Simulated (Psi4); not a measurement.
# Single-point calculation of Si₄ (charge −4)

Si₄, charge −4, computed with HSE06/aug-cc-pVDZ, RKS (Psi4 1.11).

The run did not end well. The geometry comes from this level: GFN2-xTB.

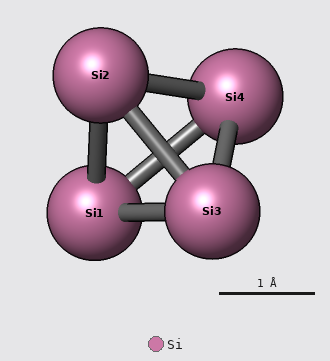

*The input geometry (ball-and-stick view, seen at a tilt; atoms are numbered from 1 in the order of the input).*

Bond lengths as drawn: Si–Si 1.86 to 1.92 Å.

**Input file (calc.py)**
```python
import psi4

psi4.set_memory(1600000000)
psi4.set_num_threads(1)
psi4.set_output_file('psi4.out', False)

geom = psi4.geometry("""
-4 1
Si
Si 1 1.921828
Si 2 1.862652 1 61.01085
Si 2 1.862648 3 60.00225 1 -71.34771
units angstrom
symmetry c1
no_reorient
no_com
""")

psi4.set_options({
    'basis': 'aug-cc-pVDZ',
    'puream': True,
    'e_convergence': 1e-09,
    'd_convergence': 1e-08,
    'scf_type': 'pk',
    'dft_radial_points': 99,
    'dft_spherical_points': 590,
})

E, wfn = psi4.energy('hse06', molecule=geom, return_wfn=True)
print(f'hse06 energy: {E:.10f} Eh')
```

Launched with:
```bash
python calc.py
```

**The program's output**
```
Psi4 1.11 release

   => Loading Basis Set <=

    Name: AUG-CC-PVDZ
    Role: ORBITAL
    Keyword: BASIS

         ---------------------------------------------------------
                                   SCF
                              RKS Reference
                        1 Threads,   1525 MiB Core
         ---------------------------------------------------------

  ==> Geometry <==

    Molecular point group: c1
    Full point group: C1

    Geometry (in Angstrom), charge = -4, multiplicity = 1:

       Center              X                  Y                   Z               Mass
    ------------   -----------------  -----------------  -----------------  -----------------
         SI          -0.382102533906     0.548457478798    -0.990037431484    27.976926534650
         SI          -0.382102533906     0.548457478798     0.931790568516    27.976926534650
         SI          -0.382102533906    -1.080825644225     0.029067478008    27.976926534650
         SI           1.146307601718    -0.016089313371     0.029179384961    27.976926534650

  Running in c1 symmetry.

  Rotational constants: A =      0.17367  B =      0.16566  C =      0.16565 [cm^-1]
  Rotational constants: A =   5206.48776  B =   4966.30955  C =   4966.09454 [MHz]
  Nuclear repulsion =  328.955880849719904

  Charge       = -4
  Multiplicity = 1
  Electrons    = 60
  Nalpha       = 30
  Nbeta        = 30

  ==> Algorithm <==

  SCF Algorithm Type is PK.
  DIIS enabled.
  MOM disabled.
  Fractional occupation disabled.
  Guess Type is SAD.
  Energy threshold   = 1.00e-09
  Density threshold  = 1.00e-08
  Integral threshold = 1.00e-12

  ==> Primary Basis <==

  Basis Set: AUG-CC-PVDZ
    Blend: AUG-CC-PVDZ
    Number of shells: 44
    Number of basis functions: 108
    Number of Cartesian functions: 116
    Spherical Harmonics?: true
    Max angular momentum: 2

  ==> DFT Potential <==

   => LibXC <=

    Version 7.1.2

   => Composite Functional: HSE06 <=

    HSE06 Hyb-GGA Exchange-Correlation Functional

    Deriv               =              1
    GGA                 =           TRUE
    Meta                =          FALSE

    Exchange Hybrid     =           TRUE
    MP2 Hybrid          =          FALSE

   => Exchange Functionals <=

    1.0000   short-range part of the PBE (default w=0 gives PBEh) [omega = 0.1100]
    -0.2500   short-range part of the PBE (default w=0 gives PBEh) [omega = 0.1100]

   => Exact (HF) Exchange <=

    -0.2500            HF,LR [omega = 0.1100]
    0.2500               HF

   => Correlation Functionals <=

    1.0000   Perdew, Burke & Ernzerhof

   => LibXC Density Thresholds  <==

    XC_HYB_GGA_XC_HSE06:  1.00E-15

   => Molecular Quadrature <=

    Radial Scheme          =       TREUTLER
    Pruning Scheme         =           NONE
    Nuclear Scheme         =       TREUTLER

    Blocking Scheme        =         OCTREE
    BS radius alpha        =              1
    Pruning alpha          =              1
    Radial Points          =             99
    Spherical Points       =            590
    Total Points           =         227174
    Total Blocks           =           1873
    Max Points             =            256
    Max Functions          =            108
    Weights Tolerance      =       1.00E-15

  ==> Integral Setup <==

  Using in-core PK algorithm.
   Calculation information:
      Number of atoms:                   4
      Number of AO shells:              44
      Number of primitives:            212
      Number of atomic orbitals:       116
      Number of basis functions:       108

      Integral cutoff                 1.00e-12
      Number of threads:                 1

  Performing in-core PK
  Using 51976323 doubles for integral storage.
  We computed 490545 shell quartets total.
  Whereas there are 490545 unique shell quartets.

  Computing range-separated integrals for PK
  We computed 490545 wK shell quartets total.
  Whereas there are 490545 wK unique shell quartets.

  ==> DiskJK: Disk-Based J/K Matrices <==

    J tasked:                  Yes
    K tasked:                  Yes
    wK tasked:                 Yes
    Omega:               1.100E-01
    Memory [MiB]:             1037
    Schwarz Cutoff:          1E-12

  Cached 14.3% of DFT collocation blocks in 0.097 [GiB].

  Minimum eigenvalue in the overlap matrix is 1.8873917067E-04.
  Reciprocal condition number of the overlap matrix is 2.2175878894E-05.
    Using symmetric orthogonalization.

  ==> Pre-Iterations <==

  SCF Guess: Superposition of Atomic Densities via on-the-fly atomic UHF (no occupation information).

   -------------------------
    Irrep   Nso     Nmo
   -------------------------
     A        108     108
   -------------------------
    Total     108     108
   -------------------------

  ==> Iterations <==

                        Total Energy        Delta E     RMS |[F,P]|

   @RKS iter SAD: -1158.80855448125408   -1.15881e+03   0.00000e+00
   @RKS iter   1: -1154.24783208573967    4.56072e+00   1.29817e-02 DIIS/ADIIS
   @RKS iter   2: -1129.66680776262137    2.45810e+01   1.20389e-02 DIIS/ADIIS
   @RKS iter   3: -1152.47315880917290   -2.28064e+01   1.71253e-02 DIIS/ADIIS
   @RKS iter   4: -1153.81722951631082   -1.34407e+00   1.39789e-02 DIIS/ADIIS
   @RKS iter   5: -1153.60768463658633    2.09545e-01   1.46029e-02 DIIS/ADIIS
   @RKS iter   6: -1153.56017013710380    4.75145e-02   1.46781e-02 DIIS/ADIIS
   @RKS iter   7: -1154.13131839519019   -5.71148e-01   1.30611e-02 DIIS/ADIIS
```

**Outcome**

```json
{"quantity": "outcome", "value": "stopped at the time limit"}
{"quantity": "hardware", "value": "1 thread of AMD EPYC (Zen 3), 192 GiB of memory available, shared host"}
{"quantity": "wall time", "value": "93 s"}
{"quantity": "peak memory", "value": "0.77 GiB"}
```

**What went wrong**

The run was cut off by its time limit, so the output is incomplete.
